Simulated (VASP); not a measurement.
Band structure of CoAl (CsCl type). Level of theory: PBE GGA with D3 dispersion (zero damping), VASP's PBE PAW potentials (set 64) (plane waves; VASP).

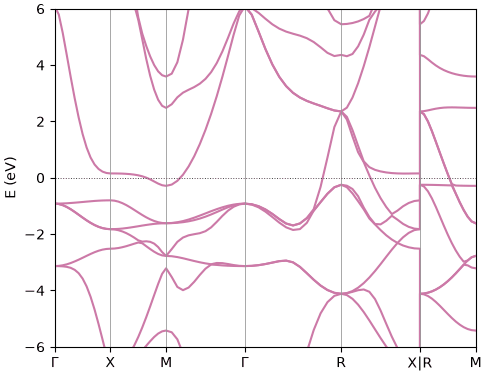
Fig. 1. Bands along high-symmetry lines, zero at the valence-band maximum or, without a gap, the Fermi level

### Question
Read the plot: is there a gap, and where are the band edges?

### Answer
It has no gap at this level: it comes out as a metal or semimetal. (Edges off the drawn lines would not show.)

The compound is CoAl in the CsCl type structure. It was relaxed first. The run is not spin-polarised, so no magnetic state was tried.
